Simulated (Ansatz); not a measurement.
```
Fe Co
1.0
     4.01338    0.00000    0.00000
    -2.00669    3.47569    0.00000
     0.00000    0.00000   12.22639
Fe Co
6 9
Direct
  0.66667 0.33333 0.13295
  0.33333 0.66667 0.46628
  0.00000 0.00000 0.79961
  0.00000 0.00000 0.20038
  0.66667 0.33333 0.53372
  0.33333 0.66667 0.86705
  0.33333 0.66667 0.26769
  0.00000 0.00000 0.60102
  0.66667 0.33333 0.93436
  0.00000 0.00000 0.00000
  0.66667 0.33333 0.33333
  0.33333 0.66667 0.66667
  0.33333 0.66667 0.06564
  0.00000 0.00000 0.39898
  0.66667 0.33333 0.73231
```

Space group R-3m; a structure generated by program, which may or may not match a known phase; spin-polarised.

Level of theory: DFT PBE, scalar-relativistic, plane waves, PAW (Ansatz).

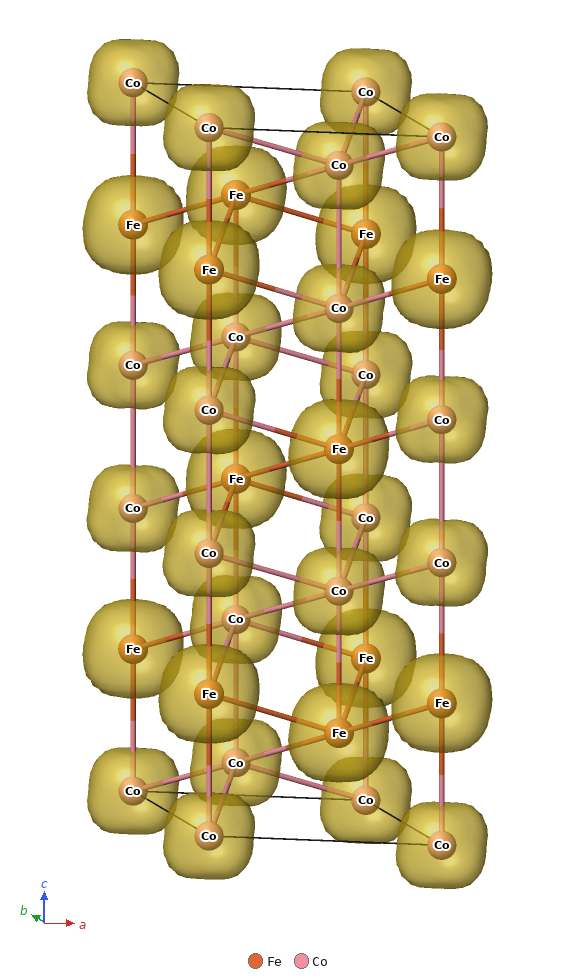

Fe2Co3. Isosurface of the spin density at +0.15 e/Å³ (yellow), seen slightly off an axis. Sticks mark near contacts.

The density is the valence pseudo-density of a PAW calculation; it isn't the true density close to the nuclei.

Q: Which atoms carry the moments, and with what signs?

A: The spin density sits on Fe: +2.6 μB (×6); Co: +1.9 μB (×9) in one cell of 15 atoms: parallel main moments (a ferromagnetic arrangement) in this solution. The cell of the calculation (5 atoms) carries 10.5 μB of net spin moment.
